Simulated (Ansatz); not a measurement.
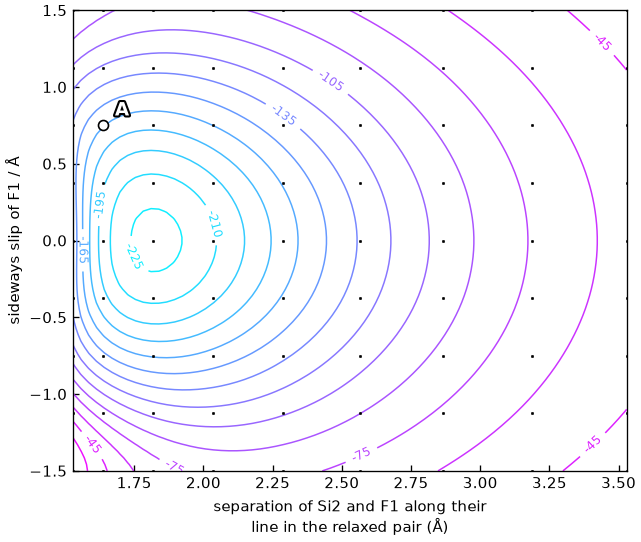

FH4Si, charge −1. 
- First axis: separation of Si2 and F1 along their line in the relaxed pair. Second axis: sideways slip of F1.
- Nothing is relaxed (both partners rigid).
- The grid has 9 × 9 points.
- Points are written as (first, second).
- All energies are given in kJ/mol relative to the ion and the molecule far apart, frozen as in the relaxed pair, each in its own basis (no counterpoise correction).
- Computed with RKS wB97X-V/def2-SVPD in Ansatz.

The picture shows contour lines labelled in kJ/mol, dots at the grid points, the point A. Between grid points the surface is interpolated.

Question: Is A at rest? If not, where is it pushed?

Answer: A, at (1.638 Å, 0.750 Å), is not a stationary point. The computed force is 165 kJ/mol for each Å towards larger values of the first coordinate and 103 kJ/mol for each Å towards smaller values of sideways slip of F1.
